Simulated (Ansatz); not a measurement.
# V: optical spectrum from first principles

What colour and refractive index does V have at this level of theory?

Calculated with Ansatz 0.2.0; DFT, PBE, plane-wave PAW, default files, scalar-relativistic, independent-particle optical response without local fields.

**1. Starting point**

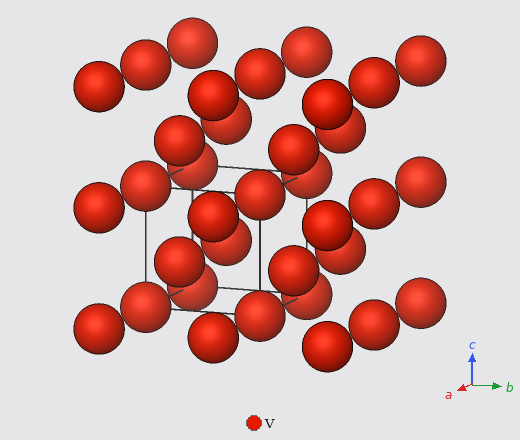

The cell as given, slightly off an axis (vanadium red). 2×2×2 cells are drawn. This picture shows the conventional cell, with its axes. Some periodic images of atoms are drawn too.

**2. Ground state and bands**

First the ground state: is it a metal or has it a gap?

This step: DFT, PBE, plane-wave PAW, default files, scalar-relativistic, ground state (Ansatz 0.2.0).

Contents of input.yaml:

```yaml
crystal:
  lattice:
    - [-1.51435, 1.51435, 1.51435]
    - [1.51435, -1.51435, 1.51435]
    - [1.51435, 1.51435, -1.51435]
  atoms:
    - { symbol: V, position: [0.0, 0.0, 0.0] }
kpoints:
  mp_grid: { grid: [10, 10, 10] }
  band_path:
    path:
      - [[0.0, 0.0, 0.0], [0.5, -0.5, 0.5], [0.0, 0.0, 0.5], [0.0, 0.0, 0.0], [0.25, 0.25, 0.25], [0.5, -0.5, 0.5]]
      - [[0.25, 0.25, 0.25], [0.0, 0.0, 0.5]]
    npoints: 10
scf:
  occupations: { method: fermi_dirac, width: 0.05 }
  n_extra_bands: 6
hamiltonian:
  xc: pbe
  pseudopotentials: { kind: paw }
output:
  forces: true
  stress: true
  populations: true
  write_bands: true
  write_density: true
  write_potential: true
  elf: true
  volumetric_format: npy
```

Command:

```sh
$ ansatz run input.yaml --threads 4 --pin off --max-ram 8192MiB --backend cpu --events-out ev --progress --plain --runs-dir out
```

Numbers of over 12 decimals in the logs are rounded to 6 here.

The log of the run:

```text
scf.n_extra_bands = 6 over 7 filled bands (N_el = 13.0): the run solves 13 bands
Engine: ansatz 0.2.0, x86_64-unknown-linux-gnu
Pseudopotentials: kind: paw
Pseudopotential: V, paw, valence charge 13, recommended cutoff 420 eV (normal), V.paw.azcp
Functional definition: PBE
  parameter kappa = 0.804
  parameter beta = 0.066725
  exchange = pbe_x(kappa = kappa, mu = beta*pi^2/3)
  correlation = pbe_c(beta = beta)
Crystal: 1 atoms, lattice volume = 13.891 Å³
Basis set: ecut = 420 eV, 249 PW (Γ), exchange–correlation on 36×36×36 points (8 copies of the dense FFT grid, shifted against one another)
Bands: 13, of which v1, the nominal top of the filled ones, is band 7 counted from 1 (6 counted from 0)
Symmetry: 48 space group operations
Space group: Im-3m (ITA 229), of the structure as read, at distance tolerance 2.4e-5 Å
k-points: 47 of 1000
Non-local potential: V, projectors of the file, l = 0: 3, l = 1: 2, l = 2: 3, l = 3: 1
PAW form: soft (Blöchl's): semilocal exchange-correlation on the pseudo side does not see the compensation charge
PAW one-centre angular grid: V, 590 points (default); XC on 64 Gauss nodes
Initial density: superposition of atomic densities (neutral atoms: chi_scale 0, normalization atom), corrected by the library's trained network
Initial wavefunctions: pseudopotential atomic-orbital guess
Functional: x = pbe(κ = 0.804, μ = 0.219515), c = pbe(β = 0.066725)
SCF iter   1: F=—  HF=-2912.412450 eV  |F-HF|=—  |Δ(HF+E_count)|=         —  Δρ=6.24e-3  dr2=2.71e-3  ethr=1.77e-3  ⟨swp⟩=4.3  Hψ=2854  notcnv=0
preconditioner: auto → none  [metal: Δε(μ)=0.042 eV  Ē_g=10.108 eV  σ=0.050 eV  W_gap=0.20  n_scr=0 (ndim 8)  ℏωp=22.3 eV  f_vac=0.000  D(μ)=1.55/eV (n_scr^D=18)]
SCF iter   2: F=—  HF=-2912.412146 eV  |F-HF|=—  |Δ(HF+E_count)|=   3.04e-4  Δρ=3.20e-3  dr2=5.70e-4  ethr=2.09e-5  ⟨swp⟩=1.4  Hψ=1010  notcnv=0  defer=8
SCF iter   3: F=—  HF=-2912.412086 eV  |F-HF|=—  |Δ(HF+E_count)|=   6.05e-5  Δρ=1.57e-3  dr2=1.58e-4  ethr=4.39e-6  ⟨swp⟩=2.4  Hψ=934  notcnv=0  defer=8
SCF iter   4: F=—  HF=-2912.412076 eV  |F-HF|=—  |Δ(HF+E_count)|=   9.86e-6  Δρ=6.92e-5  dr2=3.63e-7  ethr=1.22e-6  ⟨swp⟩=1.5  Hψ=586  notcnv=0  defer=8
SCF iter   5: F=—  HF=-2912.412070 eV  |F-HF|=—  |Δ(HF+E_count)|=   5.74e-6  Δρ=3.02e-5  dr2=6.77e-8  ethr=2.79e-9  ⟨swp⟩=2.4  Hψ=828  notcnv=0  defer=8
SCF iter   6: F=-2912.412070 eV  HF=-2912.412070 eV  |F-HF|=2.03e-10  |Δ(HF+E_count)|=   2.18e-8  Δρ=3.94e-6  dr2=8.08e-10  ethr=5.21e-10  ⟨swp⟩=5.7  Hψ=2903  notcnv=0
SCF 1 converged in 6 iterations: F = -2912.412070 eV  dr2 = 8.08e-10
  greatest PAW one-centre occupation: 1.000 electrons in one spin orbital (limit 2), on the V atom at site 0 (counted from 0), in its partial waves of l = 0
NSCF: frozen V_eff on 62 k-points
SCF converged after 6 iterations
Free energy (F): -2912.412070 eV
Harris-Foulkes:  -2912.412070 eV  (|F-HF|=2.03e-10)
Internal energy: -2912.398261 eV  (E = F + TS)
E sigma→0 (E₀):  -2912.405166 eV
Entropy (-TS):   -0.013809 eV (-13.809 meV/atom)
Fermi energy:    15.932940 eV
--- Per-component energies (eV) ---
  E_band       = -152.635982
  E_kinetic    = 335.436404
  E_local      = -914.579493  (includes V_loc(G=0)·N_el)
  E_nonlocal   = -45.937354
  E_hartree    = 417.360564
  E_xc         = -130.247455
  E_vxc        = -165.098058  (∫ρ·V_xc dr)
  E_paw        = -1112.381382  (= ΣΔE_a)
  E_vpaw       = -197.178054  (= ΣTr[D̂ρ^β])
  E_aug_tail   = 0.000257  (compensation charges beyond the density's cutoff)
  E_ewald      = -1462.049804
  E_smearing   = -0.013809  (= −TS)
  E_closure    = -0.000000  (closes the sum)
  Σ components = -2912.412070   (vs F -2912.412070, Δ=0.00e0)
--- Forces (eV/Å), atoms counted from 1 ---
  atom   1  V     -0.00000000     0.00000000     0.00000000
  max |Σ_I F_I| component: 9.66e-32 eV/Å
--- Stress (GPa, compression-positive) ---
       -4.718965      -0.000000      -0.000000
       -0.000000      -4.718965      -0.000000
        0.000000       0.000000      -4.718965
  P = ⅓ Tr σ = -4.7190 GPa (-47.190 kbar)
--- Band table (eV; the first three rows and the last of 47) ---
  k-point 0: bands = [... 3 lower, -21.1721, 9.4201, 16.3227, 16.3227, 16.3227, 18.2575, 18.2575, 36.2401, ... 2 higher]
  k-point 1: bands = [... 3 lower, -21.1726, 9.8076, 16.1635, 16.2798, 16.5966, 18.0914, 18.2696, 35.4217, ... 2 higher]
  k-point 2: bands = [... 3 lower, -21.1740, 10.8608, 15.7681, 16.0496, 17.3609, 17.9156, 18.3201, 33.1536, ... 2 higher]
  k-point 46: bands = [... 3 lower, -21.7326, 13.0704, 13.0704, 19.4948, 19.4948, 19.4948, 25.8645, 25.8645, ... 2 higher]
--- Löwdin populations: 1 site ---
  site symbol       q [e]
     0      V     12.8565
  spilling = 0.011037 (of n_electrons = 13.000000)
```

The job ended after 6.1 s (4 threads of Intel Xeon Platinum 8488C (Sapphire Rapids), shared host; peak memory 0.41 GiB).

The column dr2 measures how far the density is from self-consistency, as an energy; F and HF (Harris–Foulkes) agree once it is small.

This run has no spin polarisation, although V can carry a moment.

Numbers from this step:

- free energy: -2912.4121 eV
- Fermi energy: 15.93 eV
- electrons: 13
- symmetry operations: 48
- pressure: -4.719 GPa
- volume: 13.89 Å³
- gap on the path: 0 eV

There are states at the Fermi level within the smearing, so the occupations stay smeared and the carriers get a Drude term. The cell is left with a pressure of -4.7 GPa, as it stands unrelaxed at this level.

The electronic bands at the labelled points (eV, zero at the Fermi level; # counts the bands kept):

| point | #1 | #2 | #3 | #4 | #5 | #6 |
| --- | --- | --- | --- | --- | --- | --- |
| Γ | -6.51 | 0.39 | 0.39 | 0.39 | 2.33 | 2.33 |
| H | -2.86 | -2.86 | 3.56 | 3.56 | 3.56 | 9.93 |
| N | -3.08 | -1.08 | 1.54 | 2.32 | 2.66 | 3.94 |
| Γ | -6.51 | 0.39 | 0.39 | 0.39 | 2.33 | 2.33 |
| P | -1.09 | -1.09 | -1.09 | 2.73 | 2.73 | 10.08 |
| H | -2.86 | -2.86 | 3.56 | 3.56 | 3.56 | 9.93 |
| jump to P | -1.09 | -1.09 | -1.09 | 2.73 | 2.73 | 10.08 |
| N | -3.08 | -1.08 | 1.54 | 2.32 | 2.66 | 3.94 |

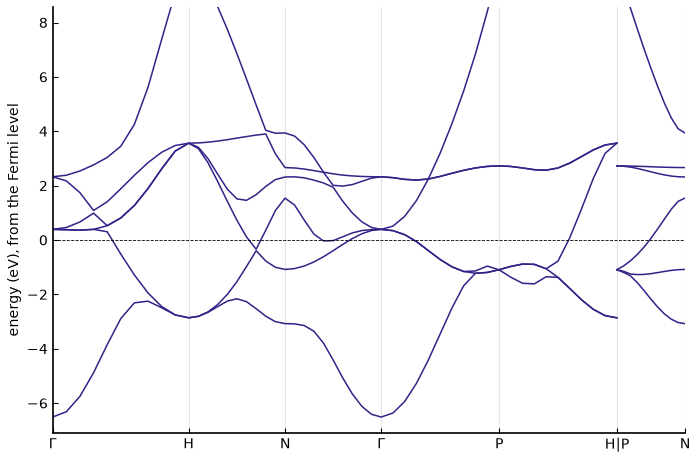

Electronic bands along the path.

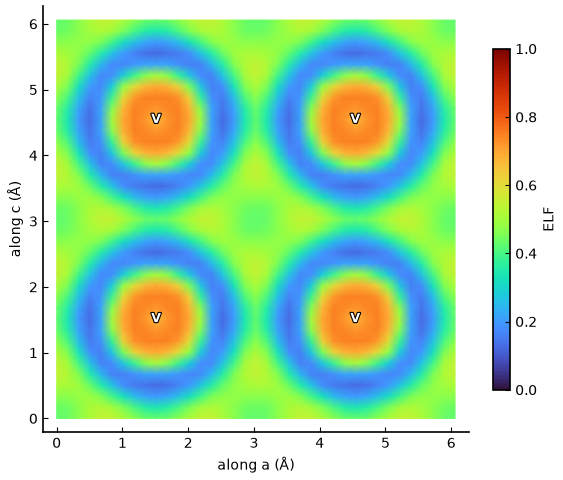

ELF in the ac plane of the conventional cell at fractional y = 0.000, with atoms of V within 0.2 Å of it. It is the smooth field of the valence electrons, not physical close to the nuclei. The map starts off the cell's origin, so that atoms lie inside it.

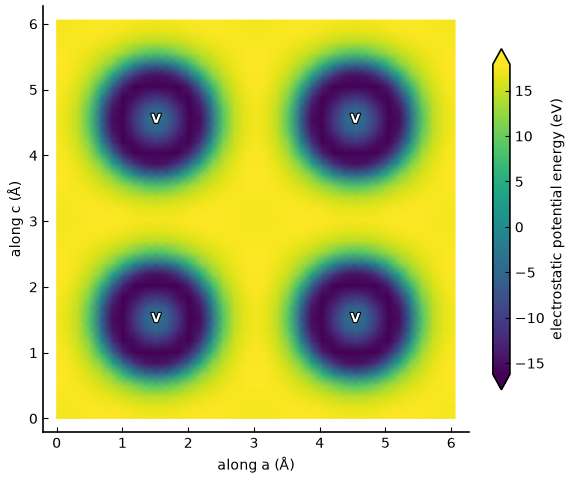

Electrostatic potential energy in the ac plane of the conventional cell at fractional y = 0.000, with atoms of V within 0.2 Å of it. With pseudopotentials it is smooth inside the atoms' cores, unlike the true potential. The map starts off the cell's origin, so that atoms lie inside it.

**3. Spectrum**

With the density converged, the vertical transitions are summed over the zone.

This step: DFT, PBE, plane-wave PAW, default files, scalar-relativistic, independent-particle optical response without local fields (Ansatz 0.2.0).

input.yaml, the sections that differ from step 2:

```yaml
kpoints:
  mp_grid: { grid: [14, 14, 14] }
scf:
  occupations: { method: fermi_dirac, width: 0.05 }
output:
  optics:
    e_range: [0, 20]
    de: 0.05
    sigma: 0.1
    drude_damping: 0.03
    nscf_kmesh: { grid: [16, 16, 16] }
    bands: { spectra_wanted_up_to: 20 }
# crystal, hamiltonian: as in step 2
```

The log of the run:

```text
[...]
Crystal: 1 atoms, lattice volume = 13.891 Å³
Basis set: ecut = 420 eV, 249 PW (Γ)
Bands: 11, of which v1, the nominal top of the filled ones, is band 7 counted from 1 (6 counted from 0)
[... 1 set-up line as in the run before ...]
[...]
k-points: 104 of 2744
[...]
SCF iter   1: F=—  HF=-2912.414809 eV  |F-HF|=—  |Δ(HF+E_count)|=         —  Δρ=3.80e-3  dr2=5.53e-4  ethr=1.77e-3  ⟨swp⟩=4.0  Hψ=5611  notcnv=0
[...]
SCF iter   7: F=-2912.414848 eV  HF=-2912.414848 eV  |F-HF|=0.00e0  |Δ(HF+E_count)|=  3.64e-11  Δρ=6.99e-8  dr2=1.54e-13  ethr=1.00e-12  ⟨swp⟩=2.2  Hψ=2322  notcnv=0
SCF 1 converged in 7 iterations: F = -2912.414848 eV  dr2 = 1.54e-13
[...]
NSCF: frozen V_eff on 145 k-points
output.optics: what the bands over the 18 summed would add to eps1, eps2 and the energy-loss function is held between a lower and an upper bound (7 Lanczos steps). eps1, eps2 and their loss function (loss_summed_bands) are given on every row as the summed bands alone make them. Along an axis, on a row where the two bounds hold the loss function to about 1 % of the greater of itself and 0.5 % of |1/eps|, its cell (loss_completed) is given, with the completed eps1 and eps2 that it is formed of (a cell that is left empty reads nan in the table and null in the record). The two bounds hold it so along every axis on all 400 rows up to 20.000 eV. [rest of the remark cut]
SCF converged after 7 iterations
Free energy (F): -2912.414848 eV
[...]
Internal energy: -2912.402564 eV  (E = F + TS)
E sigma→0 (E₀):  -2912.408706 eV
Entropy (-TS):   -0.012284 eV (-12.284 meV/atom)
Fermi energy:    15.955288 eV
[...]
--- Band table (eV; the first three rows and the last of 104) ---
  k-point 0: bands = [... 3 lower, -21.1234, 9.4219, 16.3574, 16.3574, 16.3574, 18.2962, 18.2962, 36.2374]
  k-point 1: bands = [... 3 lower, -21.1236, 9.6217, 16.2740, 16.3388, 16.4986, 18.2023, 18.3020, 35.8171]
  k-point 2: bands = [... 3 lower, -21.1244, 10.1947, 16.0469, 16.2427, 16.9076, 18.0230, 18.3239, 34.6129]
  k-point 103: bands = [... 3 lower, -21.6852, 13.0906, 13.0906, 19.5382, 19.5382, 19.5382, 25.8699, 25.8699]
```

The job ended after 4.2 s (4 threads; peak memory 0.85 GiB; 13 s of CPU time).

This step gave:

* main peak of the optical conductivity above 1 eV, first axis: 3.242 eV
* Drude plasma energy, first axis: 7.763 eV
* bands summed: 18
* spectra valid up to: 29.36 eV
* program's estimate of the k-sum error in Im epsilon: 0.37 %
* electrons in the f-sum: 7.740

The Im ε, any direction has structure finer than the step of the table below, so its rows give means over 1 eV, whole bins alone (the curve runs from 0.3 to 20 eV). Peaks (eV: height): 2.0: 27.2, 3.2: 38.6, 6.4: 8.61.

The Im ε, any direction by photon energy; means over each step:

| photon energy (eV) | Im ε, any direction |
| --- | --- |
| 1 | 14.1 |
| 2 | 22.9 |
| 3 | 31.6 |
| 4 | 17.3 |
| 5 | 4.95 |
| 6 | 3.97 |
| 7 | 4.03 |
| 8 | 1.63 |
| 9 | 0.695 |
| 10 | 1.51 |
| 11 | 1.68 |
| 12 | 2.41 |
| 13 | 2.11 |
| 14 | 1.65 |
| 15 | 1.42 |
| 16 | 1.43 |
| 17 | 1.46 |
| 18 | 0.801 |
| 19 | 0.687 |

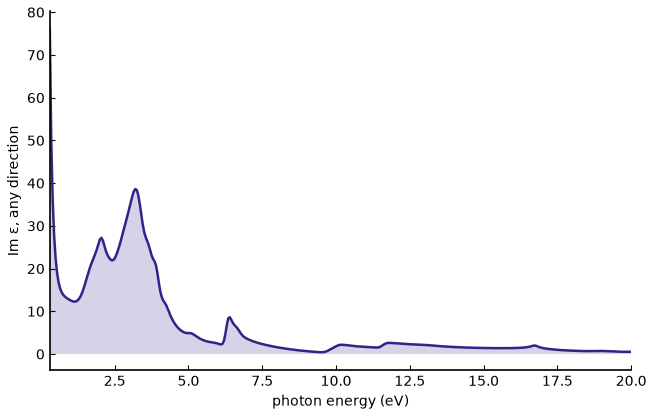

Im ε, any direction, plotted against photon energy.

The Re ε, any direction by photon energy:

| photon energy (eV) | Re ε, any direction |
| --- | --- |
| 1 | -33.9 |
| 2 | 6.04 |
| 3 | 5.48 |
| 4 | -19.4 |
| 5 | -8.75 |
| 6 | -3.36 |
| 7 | -5.11 |
| 8 | -3.19 |
| 9 | -1.50 |
| 10 | 0.645 |
| 11 | -0.0478 |
| 12 | 0.0633 |
| 13 | -0.398 |
| 14 | -0.393 |
| 15 | -0.197 |
| 16 | -0.00900 |
| 17 | -0.698 |
| 18 | -0.355 |
| 19 | -0.107 |
| 20 | 0.0372 |

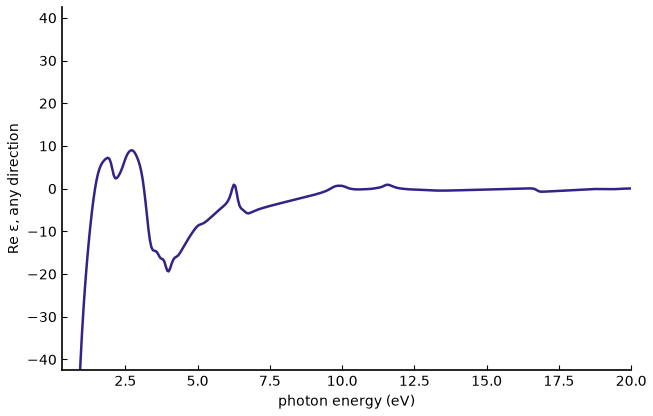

Re ε, any direction against photon energy. Below 1 eV the curve runs off the scale.

The reflectivity at normal incidence, any direction has structure finer than the step of the table below, so its rows give means over 1 eV, whole bins alone (the curve runs from 0.3 to 20 eV). Peaks (eV: height): 4.5: 79.2, 8.4: 68.4, 10.5: 22.1, 13.4: 26.2, 17.2: 32.6.

Reflectivity at normal incidence, any direction against photon energy; means over each step:

| photon energy (eV) | reflectivity at normal incidence, any direction (%) |
| --- | --- |
| 1 | 81.8 |
| 2 | 52.8 |
| 3 | 60.5 |
| 4 | 74.7 |
| 5 | 76.1 |
| 6 | 55.7 |
| 7 | 64.2 |
| 8 | 68.0 |
| 9 | 63.6 |
| 10 | 16.7 |
| 11 | 18.1 |
| 12 | 20.1 |
| 13 | 25.2 |
| 14 | 25.0 |
| 15 | 21.5 |
| 16 | 18.1 |
| 17 | 28.9 |
| 18 | 29.3 |
| 19 | 22.1 |

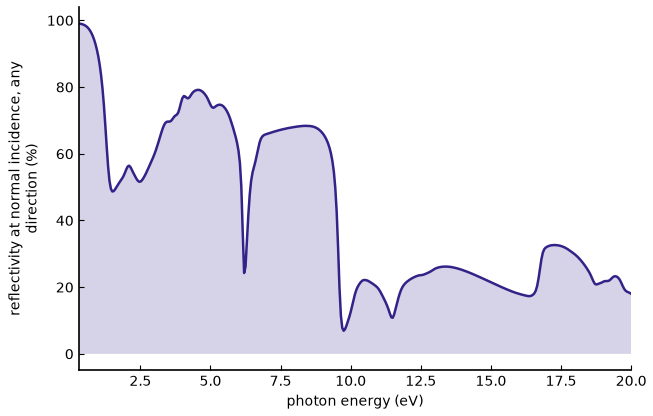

Reflectivity at normal incidence, any direction against photon energy.

Table of refractive index n and extinction k by photon energy:

| photon energy (eV) | n | k |
| --- | --- | --- |
| 1 | 1.06 | 5.92 |
| 2 | 4.09 | 3.28 |
| 3 | 4.48 | 3.82 |
| 4 | 1.74 | 4.74 |
| 5 | 0.799 | 3.06 |
| 6 | 0.627 | 1.94 |
| 7 | 0.740 | 2.38 |
| 8 | 0.434 | 1.84 |
| 9 | 0.270 | 1.25 |
| 10 | 1.13 | 0.796 |
| 11 | 0.897 | 0.923 |
| 12 | 1.14 | 1.11 |
| 13 | 0.944 | 1.14 |
| 14 | 0.804 | 1.02 |
| 15 | 0.784 | 0.901 |
| 16 | 0.834 | 0.839 |
| 17 | 0.660 | 1.06 |
| 18 | 0.504 | 0.780 |
| 19 | 0.557 | 0.646 |
| 20 | 0.529 | 0.492 |

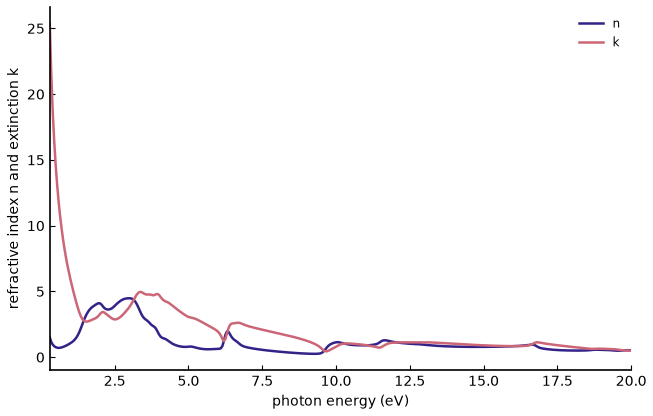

Refractive index n and extinction k, plotted against photon energy.

Values under 1 per cm are given as 1. Absorption coefficient, any direction against photon energy:

| photon energy (eV) | absorption coefficient, any direction (1/cm) |
| --- | --- |
| 1.00 | 6.0e5 |
| 2.00 | 6.6e5 |
| 3.00 | 1.2e6 |
| 4.00 | 1.9e6 |
| 5.00 | 1.6e6 |
| 6.00 | 1.2e6 |
| 7.00 | 1.7e6 |
| 8.00 | 1.5e6 |
| 9.00 | 1.1e6 |
| 10.00 | 8.1e5 |
| 11.00 | 1.0e6 |
| 12.00 | 1.4e6 |
| 13.00 | 1.5e6 |
| 14.00 | 1.4e6 |
| 15.00 | 1.4e6 |
| 16.00 | 1.4e6 |
| 17.00 | 1.8e6 |
| 18.00 | 1.4e6 |
| 19.00 | 1.2e6 |
| 20.00 | 1.0e6 |

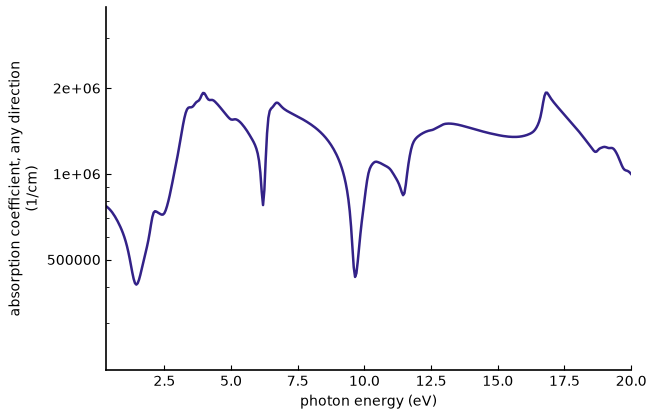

Absorption coefficient, any direction, plotted against photon energy.

From ε follow the optical constants at some laser and lamp lines:

| wavelength (nm) | n | k | R (%) | 1/α |
| --- | --- | --- | --- | --- |
| 1550 | 0.82 | 8.229 | 95.4 | 15 nm |
| 1064 | 1.39 | 4.438 | 78.1 | 19 nm |
| 633 | 4.10 | 3.164 | 54.5 | 16 nm |
| 532 | 3.64 | 3.068 | 52.9 | 14 nm |
| 365 | 3.31 | 4.955 | 69.3 | 5.9 nm |
| 308 | 1.66 | 4.666 | 77.0 | 5.3 nm |
| 248 | 0.80 | 3.064 | 74.7 | 6.4 nm |

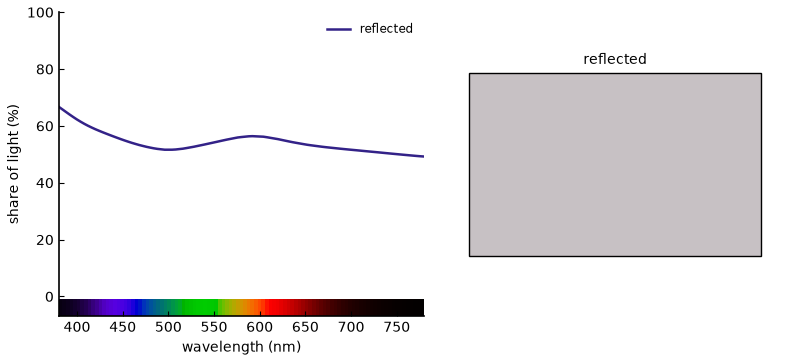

Light reflected across the visible range, with the colour that it makes of daylight (sRGB).

A polished face would reflect 54 % of daylight and look light grey (CIE x = 0.315, y = 0.326 under D65).

**4. Outcome**

| Item | Value |
| --- | --- |
| gap on the path | 0 eV |
| main peak of the optical conductivity above 1 eV, first axis | 3.24 eV |
| Drude plasma energy, first axis | 7.76 eV |

**Reading.** At this level (PBE, independent particles) V is a metal with a Drude plasma energy of 7.8 eV; it reflects 54 % at 550 nm. Along x the bare Drude plasma energy is 7.8 eV; Re ε first rises through zero at 1.45 eV, far lower, because interband transitions screen the carriers. Im ε is 15 there, so the loss peak at that energy is weak. A polished face would reflect 54 % of daylight and look light grey (CIE x = 0.315, y = 0.326 under D65). In the base run ε includes the program's bounded estimate of what the bands above those summed add. The carriers' damping of 0.03 eV is typed, not computed; at 0.8 eV the carriers give 26 % of Im ε along the first axis; the rest comes from the sum over bands, which at low energy also holds close bands and the noise of the mesh. The run has no spin polarisation; magnetic order or correlation, untested here, could change the spectrum. The Fermi-Dirac width of 0.05 eV acts as an electron temperature of 580 K in the carriers' term.

[Logs are printed without paths, hosts, clocks, repeated set-up lines and the standing remarks that a program may print on its own settings, such as how far it seeks lower states.]

[Hosts, paths, dates, database ids (printed as entryN), source tags and the programs' standing remarks are cut or masked in the printed files.]
